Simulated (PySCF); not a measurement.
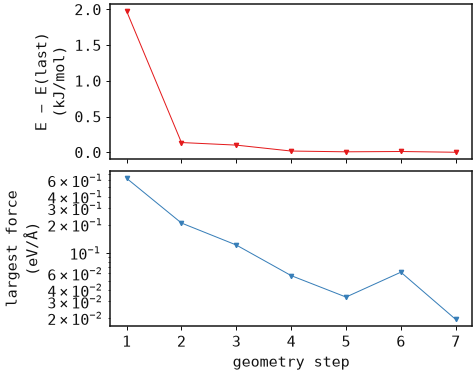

History of a geometry optimisation.

The run: 4-methyl-1-fluorobenzene (SMILES Cc1ccc(F)cc1), by PBE0-D3(BJ)/def2-SVP, geometry optimisation in PySCF 2.14.0, density fitting.

> How did it end, and what did it gain?

The optimisation met its thresholds at geometry 7, counting the start as the first. The energy fell by about 2 kJ/mol from the first step to the last. The largest force goes from about 0.63 eV/Å at the start to 0.019 eV/Å at the end.

> By which step was nine tenths of the energy gained?

By step 2 of 7.
